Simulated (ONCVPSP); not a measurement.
# Pseudopotential generation for Gd (part 2 of 2)

The same run, continued: gadolinium (Gd, Z = 64), core [Kr] 4d10, reference valence 4f7 5s2 5p6 5d1 6s1 (an ion of charge +1), valence charge 18. (This line and the method describe the unaltered input from which the odd one was made.) Method: ONCV potential, PBE, fully relativistic, made with ONCVPSP 4.0.1.

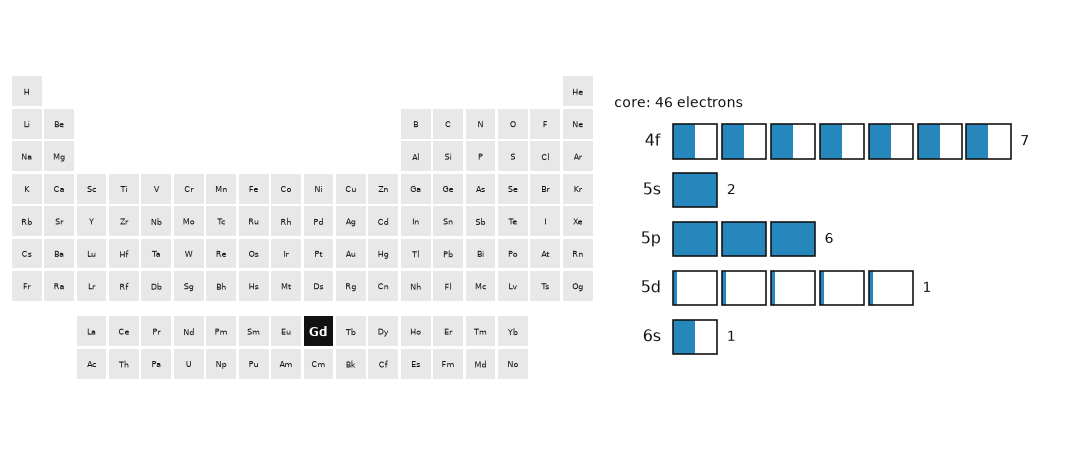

Left, the place of gadolinium in the periodic table; right, the valence shells of the reference configuration: a box for each of the 2l + 1 orbitals, shaded by the share of the shell that is filled, with the electron count at the right. The shells are those of the unaltered input.

### Output (extracts), continued
```
   1  -2   1.8535834   1.9098622  -1.1869713  -0.0007020   1.0000285   0.9992014
   1   1   1.8535834   1.9098622  -1.3469751  -0.0006713   1.0000181   0.9994075
   1  -2   1.8535834   1.9098622   1.4130287   0.0000003   1.0003932   1.0003932
   1   1   1.8535834   1.9098622   1.3736208  -0.0001217   1.0004760   1.0004760
   1  -2   1.8535834   1.9098622   4.0130287  -0.0006098   1.0004901   1.0004901
   1   1   1.8535834   1.9098622   3.9709079  -0.0008161   1.0004564   1.0004564
   1  -2   1.8535834   1.9098622   6.6130287  -0.0008895   1.0004893   1.0004893
   1   1   1.8535834   1.9098622   6.5736105  -0.0008915   1.0004430   1.0004430

   2  -3   3.2138556   3.3114353  -0.3041302   0.0001215   0.9998641   1.0005105
   2   2   3.2138556   3.3114353  -0.3156218   0.0001273   0.9998559   1.0004582
   2  -3   3.2138556   3.3114353   0.0958698   0.0002061   1.0001656   1.0001656
   2   2   3.2138556   3.3114353   0.0900541   0.0002017   1.0001847   1.0001847
   2  -3   3.2138556   3.3114353   0.4958698   0.0001156   1.0002191   1.0002191
   2   2   3.2138556   3.3114353   0.4906885   0.0001071   1.0002142   1.0002142

   3  -4   1.0009678   1.0313594  -0.5393957  -0.0001161   1.0002431   1.0002049
   3   3   1.0009678   1.0313594  -0.5671803   0.0000175   1.0002921   0.9999965
   3  -4   1.0009678   1.0313594   2.4606043   0.0000032   1.0007093   1.0007093
   3   3   1.0009678   1.0313594   2.4571818   0.0000156   1.0007041   1.0007041

Ghost test for J = L + 1/2

 Testing for bound ghosts
   n   l    E NL Schr. Eq   E Basis Diag.   E Cutoff

       0                      -22.977822     59.86  WARNING - GHOST(-)
   1   0       -2.057676       -2.057649     59.86
   2   0       -0.340795       -0.316642     59.86

   2   1       -1.186977       -1.186893    179.79

       2                       -1.642900     53.70  WARNING - GHOST(-)
   3   2       -0.304131       -0.304031     53.70

   4   3       -0.539512       -0.529947    387.80

 Testing for highly-localized positive-energy ghosts
       l    <radius>/rc     E Basis Diag.   E Cutoff

       1        0.189571        2.685271    179.79  WARNING - GHOST(+)

Ghost test for J = L - 1/2

 Testing for bound ghosts
   n   l    E NL Schr. Eq   E Basis Diag.   E Cutoff

       0                      -22.977822     59.86  WARNING - GHOST(-)
   1   0       -2.057676       -2.057649     59.86
   2   0       -0.340795       -0.316642     59.86

   2   1       -1.346975       -1.346941    179.79

       2                       -1.367884     53.70  WARNING - GHOST(-)
   3   2       -0.315622       -0.315544     53.70

   4   3       -0.567163       -0.558404    387.80

 Testing for highly-localized positive-energy ghosts
       l    <radius>/rc     E Basis Diag.   E Cutoff

       1        0.184447        4.741936    179.79  WARNING - GHOST(+)

Test configuration 0

   n   l kap    f        eae           eps        diff
   1   0  -1  2.0000-1839.61407494
   2   0  -1  2.0000 -303.78208474
   2   1  -2  4.0000 -262.86854939
   2   1   1  2.0000 -288.44181557
   3   0  -1  2.0000  -67.52623550
   3   1  -2  4.0000  -55.63820015
   3   1   1  2.0000  -60.88423733
   3   2  -3  6.0000  -43.03727104
   3   2   2  4.0000  -44.18006096
   4   0  -1  2.0000  -13.78787383
   4   1  -2  4.0000  -10.03493986
   4   1   1  2.0000  -11.20249982
   4   2  -3  6.0000   -5.56705290
   4   2   2  4.0000   -5.77816034
   4   3  -4  4.0000   -0.53939575   -0.53951226   -1.17E-04
   4   3   3  3.0000   -0.56718028   -0.56716321    1.71E-05
   5   0  -1  2.0000   -2.05767738   -2.05767643    9.48E-07
   5   1  -2  4.0000   -1.18697131   -1.18697700   -5.70E-06
   5   1   1  2.0000   -1.34697508   -1.34697511   -2.58E-08
   5   2  -3  0.6000   -0.30413017   -0.30413083   -6.63E-07
   5   2   2  0.4000   -0.31562183   -0.31562189   -5.47E-08
   6   0  -1  1.0000   -0.34079711   -0.34079487    2.24E-06

    Total energies and differences
      AE_ref= -1.12798504E+04  AE_tst= -1.12798504E+04  dif=  0.00E+00
      PS_ref= -1.09409391E+02  PS_tst= -1.09409391E+02  dif= -8.53E-14
      PSP excitation error=  8.53E-14

Test configuration 1

   n   l kap    f        eae           eps        diff
   1   0  -1  2.0000-1839.37969700
   2   0  -1  2.0000 -303.54898343
   2   1  -2  4.0000 -262.63539484
   2   1   1  2.0000 -288.20858810
   3   0  -1  2.0000  -67.29350758
   3   1  -2  4.0000  -55.40546920
   3   1   1  2.0000  -60.65148618
   3   2  -3  6.0000  -42.80454760
   3   2   2  4.0000  -43.94733169
   4   0  -1  2.0000  -13.55507012
   4   1  -2  4.0000   -9.80211810
   4   1   1  2.0000  -10.96969374
   4   2  -3  6.0000   -5.33426720
   4   2   2  4.0000   -5.54537457
   4   3  -4  4.0000   -0.30679769   -0.30596500    8.33E-04
   4   3   3  3.0000   -0.33456050   -0.33357895    9.82E-04
   5   0  -1  2.0000   -1.82485115   -1.82450307    3.48E-04
   5   1  -2  4.0000   -0.95451342   -0.95436619    1.47E-04
   5   1   1  2.0000   -1.11429394   -1.11408011    2.14E-04
   5   2  -3  0.6000   -0.08921676   -0.08918959    2.72E-05
   5   2   2  0.4000   -0.09903868   -0.09899965    3.90E-05
   6   0  -1  2.0000   -0.15163731   -0.15162737    9.94E-06

    Total energies and differences
      AE_ref= -1.12798504E+04  AE_tst= -1.12800946E+04  dif= -2.44E-01
      PS_ref= -1.09409391E+02  PS_tst= -1.09653622E+02  dif= -2.44E-01
      PSP excitation error= -1.83E-05

Test configuration 2

   n   l kap    f        eae           eps        diff
   1   0  -1  2.0000-1839.89023178
   2   0  -1  2.0000 -304.05632364
   2   1  -2  4.0000 -263.14287958
   2   1   1  2.0000 -288.71626408
   3   0  -1  2.0000  -67.79951100
   3   1  -2  4.0000  -55.91148043
   3   1   1  2.0000  -61.15756560
   3   2  -3  6.0000  -43.31059897
   3   2   2  4.0000  -44.45340582
   4   0  -1  2.0000  -14.06130433
   4   1  -2  4.0000  -10.30844325
   4   1   1  2.0000  -11.47595020
   4   2  -3  6.0000   -5.84055771
   4   2   2  4.0000   -6.05165514
   4   3  -4  4.0000   -0.81238200   -0.81371068   -1.33E-03
   4   3   3  3.0000   -0.84021784   -0.84143154   -1.21E-03
   5   0  -1  2.0000   -2.33078311   -2.33124495   -4.62E-04
   5   1  -2  4.0000   -1.45791816   -1.45818508   -2.67E-04
   5   1   1  2.0000   -1.61887001   -1.61919569   -3.26E-04
   5   2  -3  0.6000   -0.55216477   -0.55213405    3.07E-05
   5   2   2  0.4000   -0.56536701   -0.56532375    4.33E-05
   6   0  -1  0.0000   -0.55216565   -0.55216565    0.00E+00

    Total energies and differences
      AE_ref= -1.12798504E+04  AE_tst= -1.12794058E+04  dif=  4.45E-01
      PS_ref= -1.09409391E+02  PS_tst= -1.08964710E+02  dif=  4.45E-01
      PSP excitation error= -5.60E-05

Test configuration 3

   n   l kap    f        eae           eps        diff
   1   0  -1  2.0000-1840.30594348
   2   0  -1  2.0000 -304.47414328
   2   1  -2  4.0000 -263.56079522
   2   1   1  2.0000 -289.13418265
   3   0  -1  2.0000  -68.21277683
   3   1  -2  4.0000  -56.32474548
   3   1   1  2.0000  -61.57102923
   3   2  -3  6.0000  -43.72462197
   3   2   2  4.0000  -44.86752525
   4   0  -1  2.0000  -14.47447475
   4   1  -2  4.0000  -10.72208865
   4   1   1  2.0000  -11.88930381
   4   2  -3  6.0000   -6.25484409
   4   2   2  4.0000   -6.46583874
   4   3  -4  4.0000   -1.22459668   -1.21809598    6.50E-03
   4   3   3  3.0000   -1.25261912   -1.24592073    6.70E-03
   5   0  -1  2.0000   -2.74062449   -2.73695823    3.67E-03
   5   1  -2  4.0000   -1.85505245   -1.85267841    2.37E-03
   5   1   1  2.0000   -2.02093943   -2.01814796    2.79E-03
   5   2  -3  0.0000   -0.89998328   -0.89998328    0.00E+00
   5   2   2  0.0000   -0.91619770   -0.91619770    0.00E+00
   6   0  -1  0.0000   -0.82745687   -0.82745687    0.00E+00

    Total energies and differences
      AE_ref= -1.12798504E+04  AE_tst= -1.12786773E+04  dif=  1.17E+00
      PS_ref= -1.09409391E+02  PS_tst= -1.08237562E+02  dif=  1.17E+00
      PSP excitation error=  1.30E-03

Test configuration 4

   n   l kap    f        eae           eps        diff
   1   0  -1  2.0000-1839.49109249
   2   0  -1  2.0000 -303.65981689
   2   1  -2  4.0000 -262.74625031
   2   1   1  2.0000 -288.31947458
   3   0  -1  2.0000  -67.40422333
   3   1  -2  4.0000  -55.51618624
   3   1   1  2.0000  -60.76221006
   3   2  -3  6.0000  -42.91525456
   3   2   2  4.0000  -44.05804027
   4   0  -1  2.0000  -13.66581528
   4   1  -2  4.0000   -9.91286591
   4   1   1  2.0000  -11.08043803
   4   2  -3  6.0000   -5.44499271
   4   2   2  4.0000   -5.65610127
   4   3  -4  4.0000   -0.41746217   -0.41707857    3.84E-04
   4   3   3  3.0000   -0.44523243   -0.44470723    5.25E-04
   5   0  -1  2.0000   -1.93562401   -1.93543966    1.84E-04
   5   1  -2  4.0000   -1.06527507   -1.06519575    7.93E-05
   5   1   1  2.0000   -1.22509422   -1.22497825    1.16E-04
   5   2  -3  0.6000   -0.19205211   -0.19204105    1.11E-05
   5   2   2  0.4000   -0.20270070   -0.20268509    1.56E-05
   6   0  -1  1.5000   -0.24326844   -0.24325193    1.65E-05

    Total energies and differences
      AE_ref= -1.12798504E+04  AE_tst= -1.12799962E+04  dif= -1.46E-01
      PS_ref= -1.09409391E+02  PS_tst= -1.09555180E+02  dif= -1.46E-01
      PSP excitation error= -7.41E-06
```

Outcome of the run: generated, with a ghost state; the input is odd on purpose.
